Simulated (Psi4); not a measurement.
# B2PLYP/6-311+G(d,p) (density fitting for correlation) run of BNH3OF (SMILES NB(O)F)

Aim: the vertical ionisation energy of BNH3OF at B2PLYP/6-311+G** (density fitting for correlation), from 2 runs. 

The results are computed with Psi4 1.11.

2 further runs of the same task are left out: 2 set aside as unsound or not needed.

## (1) The molecule

BNH3OF has 7 atoms, charge 0, and is taken as a singlet. As SMILES, `NB(O)F`. The coordinates come from a PBE0-D4/def2-TZVP relaxation. This is one conformer, not always the lowest.

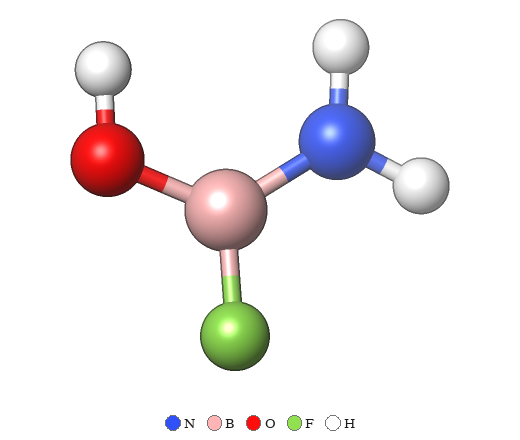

Viewed from a chosen angle; nitrogen blue, boron pink, oxygen red, fluorine green, hydrogen white.

## (2) A single-point energy at B2PLYP/6-311+G(d,p) (density fitting for correlation)

The input, bfh3no_ase.py:

```python
import numpy as np
from ase.calculators.psi4 import Psi4
from ase import Atoms

atoms = Atoms(['N', 'B', 'O', 'F', 'H', 'H', 'H'], positions=[
    [-0.531800, 0.753400, -0.032100],
    [0.039300, -0.505700, -0.288800],
    [1.106300, -1.044300, 0.367000],
    [-0.494800, -1.258200, -1.256300],
    [-1.320400, 1.081700, -0.559700],
    [-0.210100, 1.394300, 0.668500],
    [1.472700, -0.489200, 1.055700],
])
calc = Psi4(atoms=atoms, method='b2plyp', basis='6-311+G**', memory='1600MB', num_threads=1, charge=0, multiplicity=1, label='psi4-calc')
calc.psi4.set_options({'puream': True, 'e_convergence': 1e-09, 'd_convergence': 1e-08, 'scf_type': 'pk', 'dft_radial_points': 99, 'dft_spherical_points': 590, 'num_frozen_docc': 4})
atoms.calc = calc

print(f'energy: {atoms.get_potential_energy():.6f} eV')
```

Run with:

```sh
$ python bfh3no_ase.py
```

psi4-calc.dat:

```text
[...]
  Running in c1 symmetry.
[...]
  Nuclear repulsion =  114.658705407158465
[...]
  Multiplicity = 1
[...]
  Nalpha       = 16
  Nbeta        = 16
[...]
    Number of basis functions: 106
[...]
   @RKS iter   1:  -256.00264994673910   -6.12458e-01   8.43049e-03 DIIS/ADIIS
[...]
   @RKS iter  11:  -256.29529070730331   -4.66116e-12   3.86999e-09 DIIS
[...]
    Orbital Energies [Eh]
    ---------------------
    Doubly Occupied:
       1A    -25.339007     2A    -19.740757     3A    -14.835688
       4A     -7.180351     5A     -1.362230     6A     -1.177527
       7A     -1.002195     8A     -0.673144     9A     -0.627310
      10A     -0.597697    11A     -0.561980    12A     -0.539499
      13A     -0.492883    14A     -0.456540    15A     -0.437918
      16A     -0.352840
[...]
  @RKS Final Energy:  -256.29529070730331
   => Energetics <=
    Nuclear Repulsion Energy =            114.6587054071584646
    One-Electron Energy =                -580.3762557836445239
    Two-Electron Energy =                 224.4075562414328431
    DFT Exchange-Correlation Energy =     -14.9852965722500748
    Empirical Dispersion Energy =           0.0000000000000000
    VV10 Nonlocal Energy =                  0.0000000000000000
    Total Energy =                       -256.2952907073033089
[...]
 Multipole Moments:
 ------------------------------------------------------------------------------------
     Multipole            Electronic (a.u.)      Nuclear  (a.u.)        Total (a.u.)
 ------------------------------------------------------------------------------------
 L = 1.  Multiply by 2.5417464519 to convert [e a0] to [Debye]
 Dipole X            :         -0.3755698            0.3641782           -0.0113916
 Dipole Y            :         -2.7248450            4.0138763            1.2890313
 Dipole Z            :         -2.0551633            2.8517547            0.7965914
 Magnitude           :                                                    1.5153512
[...]
```

The script printed:

```text
energy: -6980.146277 eV
```

Run time: 22 s. Hardware: 1 thread of Intel Xeon Platinum 8223CL at 3.00GHz (Skylake/Cascade Lake), shared host; peak memory 0.65 GiB.

## (3) The doublet cation at the same level

The input, bfh3no.xyz:

```xyz
7
BFH3NO
N     -0.531800     0.753400    -0.032100
B      0.039300    -0.505700    -0.288800
O      1.106300    -1.044300     0.367000
F     -0.494800    -1.258200    -1.256300
H     -1.320400     1.081700    -0.559700
H     -0.210100     1.394300     0.668500
H      1.472700    -0.489200     1.055700
```

The input, bfh3no_ase.py:

```python
import numpy as np
from ase.calculators.psi4 import Psi4
from ase.io import read

a = read('bfh3no.xyz')
calc = Psi4(atoms=a, method='b2plyp', basis='6-311+G**', memory='1600MB', num_threads=1, charge=1, multiplicity=2, label='bfh3no', reference='uks')
calc.psi4.set_options({'puream': True, 'e_convergence': 1e-09, 'd_convergence': 1e-08, 'scf_type': 'pk', 'dft_radial_points': 99, 'dft_spherical_points': 590, 'num_frozen_docc': 4, 'maxiter': 200})
a.calc = calc

print(f'energy: {a.get_potential_energy():.6f} eV')
```

Run with:

```sh
$ python bfh3no_ase.py
```

bfh3no.dat:

```text
[...]
  Running in c1 symmetry.
[...]
  Nuclear repulsion =  114.658705407158465
[...]
  Multiplicity = 2
[...]
  Nalpha       = 16
  Nbeta        = 15
[...]
    Number of basis functions: 106
[...]
   @UKS iter   1:  -255.75715540942082   -3.66963e-01   6.09443e-03 ADIIS/DIIS
[...]
   @UKS iter  15:  -255.90847589658446   -3.29692e-12   6.63549e-09 DIIS
[...]
   @S^2 Observed:                7.613322030E-01
[...]
    Orbital Energies [Eh]
    ---------------------
    Alpha Occupied:
       1A    -25.573964     2A    -20.001151     3A    -15.256756
       4A     -7.460868     5A     -1.594212     6A     -1.435207
       7A     -1.398687     8A     -0.971003     9A     -0.959232
      10A     -0.902605    11A     -0.824355    12A     -0.814545
      13A     -0.746304    14A     -0.728240    15A     -0.711503
      16A     -0.680143
    Alpha Virtual:
      17A     -0.191449    18A     -0.132896    19A     -0.127419
      20A     -0.109939    21A     -0.093814    22A     -0.077826
      23A     -0.055026    24A     -0.038410    25A     -0.018571
[...]
  @UKS Final Energy:  -255.90847589658446
   => Energetics <=
    Nuclear Repulsion Energy =            114.6587054071584646
    One-Electron Energy =                -571.3627460949685428
    Two-Electron Energy =                 215.6156158690278630
    DFT Exchange-Correlation Energy =     -14.8200510778022068
    Empirical Dispersion Energy =           0.0000000000000000
    VV10 Nonlocal Energy =                  0.0000000000000000
    Total Energy =                       -255.9084758965844628
[...]
 Multipole Moments:
 ------------------------------------------------------------------------------------
     Multipole            Electronic (a.u.)      Nuclear  (a.u.)        Total (a.u.)
 ------------------------------------------------------------------------------------
 L = 1.  Multiply by 2.5417464519 to convert [e a0] to [Debye]
 Dipole X            :         -0.8882901            0.3641782           -0.5241118
 Dipole Y            :         -1.0679967            4.0138763            2.9458796
 Dipole Z            :         -1.4955295            2.8517547            1.3562252
 Magnitude           :                                                    3.2851555
[...]
```

The script printed:

```text
energy: -6969.329939 eV
```

Run time: 41 s. Hardware: 1 thread of Intel Xeon Platinum 8223CL at 3.00GHz (Skylake/Cascade Lake), shared host; peak memory 0.65 GiB.

## (4) Outcome

At B2PLYP/6-311+G** (density fitting for correlation), 4 core orbitals frozen:

| quantity | value |
| --- | --- |
| singlet BNH3OF: total energy | -256.51565 Eh |
| singlet BNH3OF: HOMO energy (SCF part's orbitals) | -9.60 eV |
| singlet BNH3OF: LUMO energy (SCF part's orbitals) | 0.15 eV |
| singlet BNH3OF: HOMO–LUMO gap (SCF part's orbitals) | 9.75 eV |
| doublet cation: total energy | -256.11815 Eh |
| doublet cation: HOMO energy (SCF part's orbitals) (highest over α and β) | -17.66 eV |
| doublet cation: LUMO energy (SCF part's orbitals) (lowest over α and β) | -11.57 eV |
| doublet cation: ⟨S²⟩ | 0.761 |
| vertical ionisation energy (to the doublet cation) | 10.816 eV |

What this shows: The vertical ionisation energy comes to 10.82 eV (1044 kJ/mol). −ε(HOMO) before ionisation, 9.60 eV, is 1.22 eV below this ionisation energy.
